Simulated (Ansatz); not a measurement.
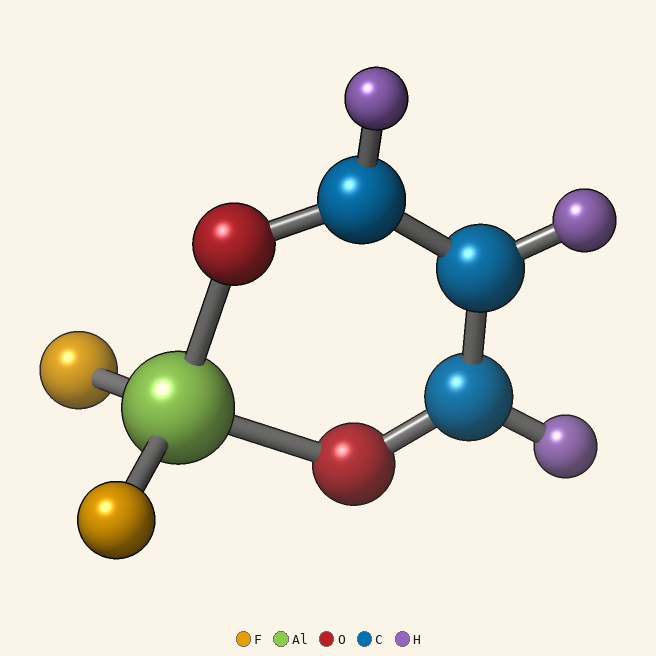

A ball-and-stick model of a molecule. Every bond is drawn as one stick, whatever its order.

Question: Count the atoms of each element.

Answer: C3H3AlF2O2, 11 atoms: 3 carbon, 3 hydrogen, 1 aluminium, 2 fluorine and 2 oxygen.

Question: Name functional groups in it.

Answer: Among them: alkene.

More results for the same structure follow; atom numbers are the same in all pictures, views and colours differ. Computed geometry: PBE0-D4/def2-TZVP optimisation.

### Symmetry

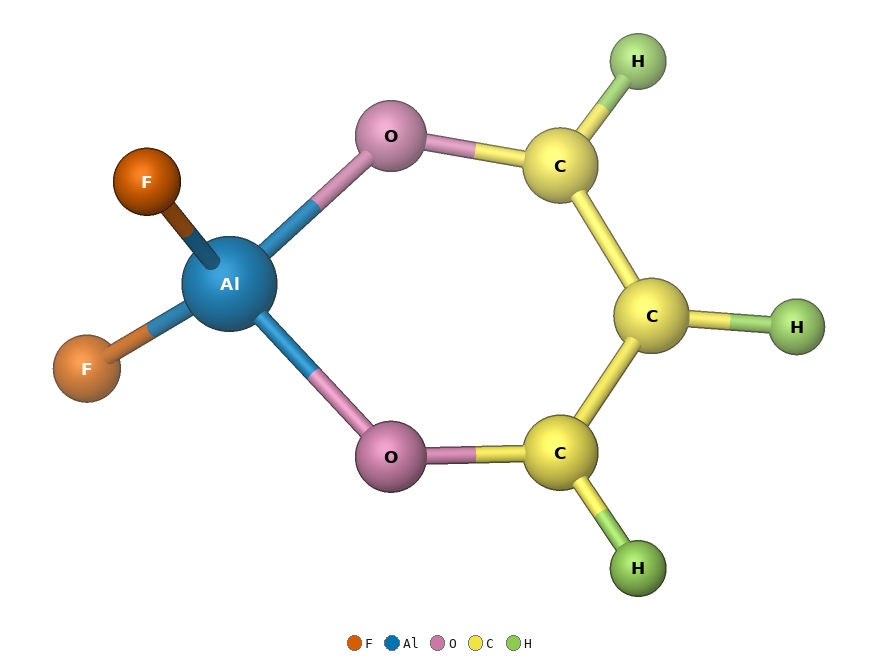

Distant atoms are faded towards the background colour.

Question: List the symmetry elements and name the point group.

Answer: It has 1 C2 axis and 2 mirror planes, so the point group is C2v. The group has 4 operations. The geometry is achiral, and symmetry allows a dipole moment.

### Charges

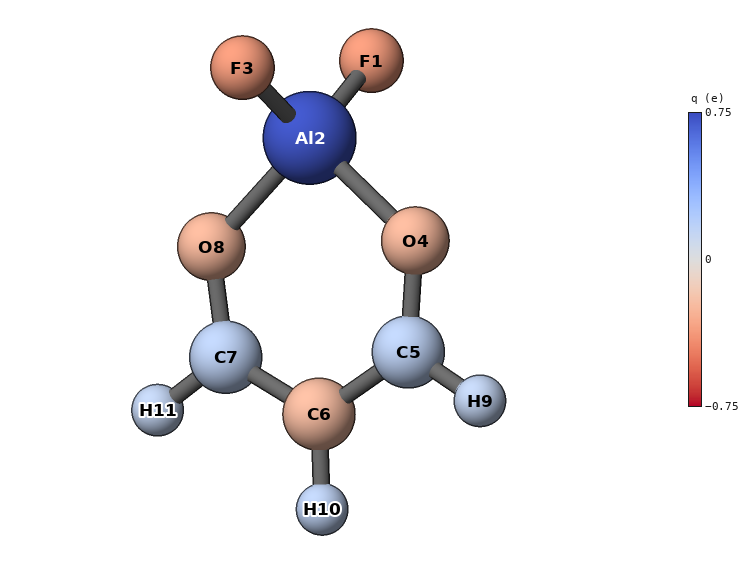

Atoms are coloured by their Mulliken charges. Level of theory: RKS PBE0-D4/def2-TZVP (Ansatz 0.2.0).

Question: Which atom carries the highest charge (most positive or least negative)?

Answer: Al2 (0.70 e).

Question: And the lowest?

Answer: F1, F3 (−0.36 e).

Give the Mulliken charges atom by atom.

| atom | value (e) |
| --- | --- |
| F1 | −0.36 |
| Al2 | 0.70 |
| F3 | −0.36 |
| O4 | −0.25 |
| C5 | 0.16 |
| C6 | −0.23 |
| C7 | 0.16 |
| O8 | −0.25 |
| H9 | 0.13 |
| H10 | 0.15 |
| H11 | 0.13 |

### Vibrations

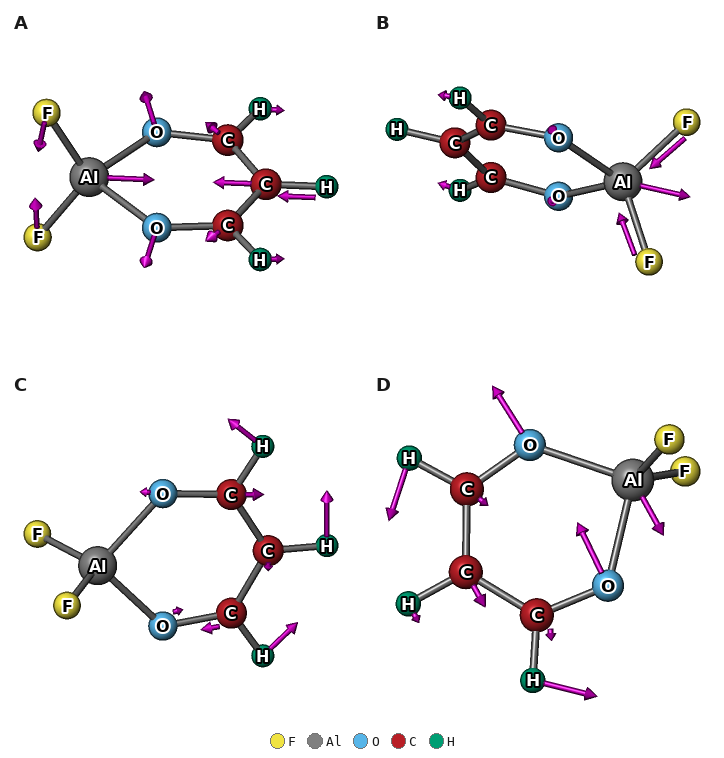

4 normal modes of one molecule or complex, as arrows. Harmonic vibrations computed with RKS PBE0-D4/def2-TZVP (Ansatz 0.2.0) at a stationary point of the same level.

Question: Match the panels to the wavenumbers 341 cm⁻¹, 567 cm⁻¹, 800 cm⁻¹, 1514 cm⁻¹.

Answer: A: 341 cm⁻¹, angle bending
B: 800 cm⁻¹, in-phase stretching of 2 Al–F bonds
C: 1514 cm⁻¹
D: 567 cm⁻¹

### Thermal motion

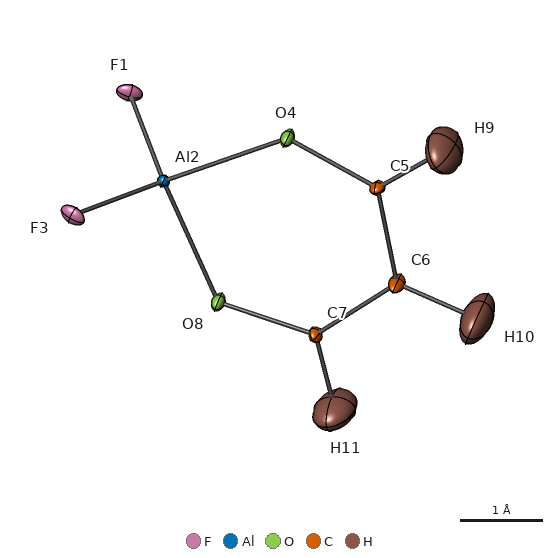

Displacement ellipsoids at the 50 % level, enlarged 1.5 times, from the internal vibrations of the free molecule (harmonic, no overall translation or rotation; no half-axis is drawn under 0.075 Å). Vibrations computed with RKS PBE0-D4/def2-TZVP (Ansatz 0.2.0). Temperature: 0 K (zero-point motion alone).

Question: Which atom moves most?

Answer: H10, with U_eq = 0.0192 Å².

Question: Does H10 move more along its bond or across it?

Answer: Across it: the root-mean-square amplitude is 0.081 Å along the bond and up to 0.193 Å across, since bending and torsion are softer than stretching.

List U_eq and the three principal root-mean-square amplitudes for each kind of atom.

```json
{"atom": "F1, F3", "U_eq (Å²)": "0.0030", "rms amplitudes (Å)": "0.036, 0.051, 0.070"}
{"atom": "Al2", "U_eq (Å²)": "0.0011", "rms amplitudes (Å)": "0.031, 0.035, 0.035"}
{"atom": "O4, O8", "U_eq (Å²)": "0.0026", "rms amplitudes (Å)": "0.035, 0.045, 0.068"}
{"atom": "C5, C7", "U_eq (Å²)": "0.0019", "rms amplitudes (Å)": "0.033, 0.040, 0.056"}
{"atom": "C6", "U_eq (Å²)": "0.0033", "rms amplitudes (Å)": "0.030, 0.042, 0.085"}
{"atom": "H9, H11", "U_eq (Å²)": "0.0165", "rms amplitudes (Å)": "0.081, 0.114, 0.174"}
{"atom": "H10", "U_eq (Å²)": "0.0192", "rms amplitudes (Å)": "0.081, 0.117, 0.193"}
```

Mulliken values depend strongly on the basis set and can even reverse the polarity of a bond.
